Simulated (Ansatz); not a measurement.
Consider CH$_{5}$NZn (SMILES [CH3][Zn][NH2]).

```tsv
atom	x (Å)	y (Å)	z (Å)
C	-0.9858	1.1234	-0.6446
Zn	0.1624	-0.2100	0.1410
N	1.1601	-1.4877	0.9724
H	-1.8684	0.6579	-1.0901
H	-0.4661	1.6809	-1.4266
H	-1.3281	1.8348	0.1107
H	2.0243	-1.2228	1.4219
H	1.3016	-2.3766	0.5152
```

Geometry: PBE0-D4/def2-TZVP.

Method: Ansatz, RKS PBE0-D4/def2-TZVPP.

Q: Predict the electron density and electron localisation function between the atoms.

A: Zn–N (1.82 Å): ρ at the midpoint is about 0.91 e/Å³; the ELF peaks at about 0.85 in the valence shell of N, 0.6 Å from its nucleus, and is about 0.30 at the midpoint.
C–Zn (1.93 Å): ρ is about 0.8 e/Å³ halfway; the ELF peaks at about 0.90 in the valence shell of C, 0.7 Å from its nucleus, and is about 0.45 at the midpoint.
N–H (1.01 Å): ρ at the midpoint is about 2.9 e/Å³; the ELF climbs to about 1 towards the hydrogen, as it does in any bond to H (a covalent bond by its length).
C–H (1.09 Å): ρ is about 1.9 e/Å³ halfway; the ELF climbs to about 1 towards the hydrogen: an ordinary covalent bond to hydrogen.

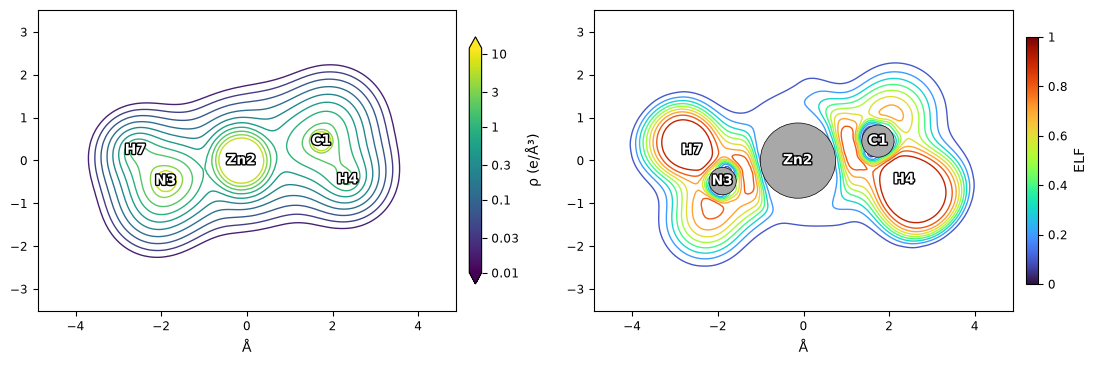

Computed electron density and electron localisation function on the plane of atoms Zn2, N3 and H7, in this order. Grey discs cover the atomic cores in the ELF map. 
